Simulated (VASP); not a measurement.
Band structure of Na$_{2}$S (antifluorite). All values below come from MS2 meta-GGA, VASP's PBE PAW potentials (set 64) (plane waves; VASP).

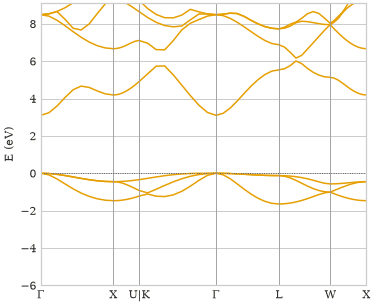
Figure: Bands along high-symmetry lines, zero at the valence-band maximum or, without a gap, the Fermi level

Q: Read the plot: is there a gap, and where are the band edges?

A: The gap is direct, 3.10 eV, from the valence maximum at Γ to the conduction minimum at Γ.

The compound is Na2S in the antifluorite structure. It was relaxed first.
